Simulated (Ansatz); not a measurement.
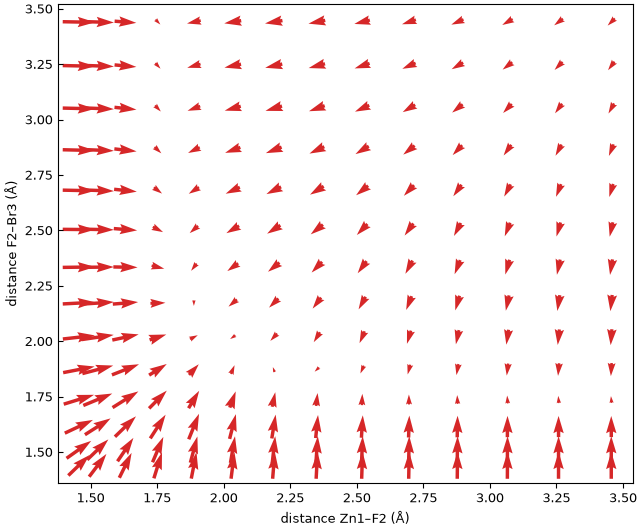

The system Zn + FBr. 
- Coordinates scanned: (1) distance Zn1–F2; (2) distance F2–Br3.
- Nothing is relaxed (the angle Zn1–F2–Br3 is fixed at 180 degrees).
- The scan uses a 14 × 14 grid.
- Points are written as (first, second).
- The reference is spin-restricted, so regions where a bond is pulled apart into radicals lie too high.
- Method: Ansatz, RKS PBE0-D4/def2-TZVPD.

The picture shows arrows along the force (downhill), their lengths compressed.

The arrows alone are given. Where is the energy lowest?

The arrows converge at about (1.966 Å, 2.023 Å) (read from the interpolated surface).

The energy map of the same scan:

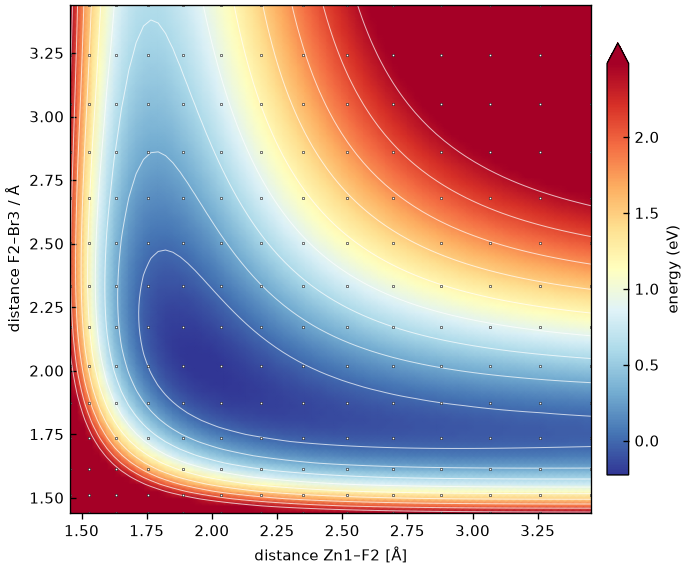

Energies are in eV, from Zn far from the relaxed FBr (each part in its own basis); between grid points the surface is interpolated.
